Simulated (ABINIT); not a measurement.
## Converging the plane-wave cutoff: SnSeS (P3m1, 3 atoms in the cell)

```xyz
3
Lattice="3.7790 0.0000 0.0000 -1.8895 3.2727 0.0000 0.0000 0.0000 6.3959" Properties=species:S:1:pos:R:3 pbc="T T T"
Sn     0.0000     2.1818     0.0989
Se     0.0000     0.0000     4.8462
S      1.8895     1.0909     1.5007
```

Method of the run: LDA (PW92), PAW (JTH v2.0 LDA PAW) (plane waves; ABINIT 10.0.3).

Base settings: pseudos = [Sn.LDA_PW-JTH.xml, Se.LDA_PW-JTH.xml, S.LDA_PW-JTH.xml]; ecut = 42 Ry; pawecutdg = 84 Ry; pawxcdev = 0; occopt = 1; ngkpt = 3 3 2; nshiftk = 1; shiftk = 0 0 0; potentials = JTH v2.0 LDA PAW; nband = 16.

Moved along: pawecutdg.

The mesh stays at the base's, so the ladder's end is converged at best in this setting alone.

Only quantities that move along the ladder and can be compared are tabulated; the gap is left out on so coarse a mesh.

The count of work is k-points × plane waves × bands × iterations; it is no time. 

The starting cell comes from a database of computed structures (which also holds hypothetical and non-ambient phases and stackings), without a prior relaxation at this level. Its lattice was rescaled by up to half a per cent. One atom was moved a little off its site on purpose.

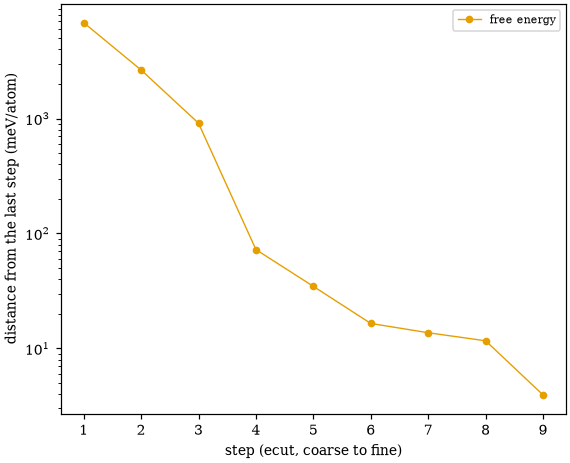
*Distance from the last step along the ladder; very small values are drawn at a floor.*

| ecut | free energy less the last step's (meV/atom) | pressure (GPa) | largest difference of a force vector from the last step's (eV/Å) | count of work / last |
|---|---|---|---|---|
| 14.6 Ry | 6834.87 | -177.84 | 0.215 | 0.047 |
| 16.8 Ry | 2647.97 | -83.25 | 0.109 | 0.053 |
| 19 Ry | 911.69 | -36.41 | 0.117 | 0.071 |
| 24 Ry | 72.42 | -5.06 | 0.056 | 0.099 |
| 30 Ry | 34.66 | -2.21 | 0.021 | 0.14 |
| 38 Ry | 16.49 | -2.24 | 0.005 | 0.21 |
| 42 Ry | 13.69 | -2.09 | 0.016 | 0.24 |
| 50 Ry | 11.64 | -2.22 | 0.019 | 0.29 |
| 64 Ry | 3.94 | -2.08 | 0.003 | 0.46 |
| 100 Ry | 0.00 | -2.13 | 0.000 | 1.0 |

Coarsest ecut that holds the pressure within 0.1 GPa of the last step, with all finer ones: 42 Ry, at 0.24 of the last step's count of work; the step before is off by 0.11 GPa.

Coarsest ecut that holds the forces within 0.01 eV/Å of the last step, with all finer ones: 64 Ry; the step before is off by 0.019 eV/Å.

Coarsest ecut that holds the free energy within 5 meV/atom: not settled: the last two steps still differ by 3.9 meV/atom, over half the tolerance, so the ladder does not show it.

At the lowest cutoff the pressure lies 176 GPa under the last step's, the usual sign of Pulay stress in an incomplete plane-wave basis.
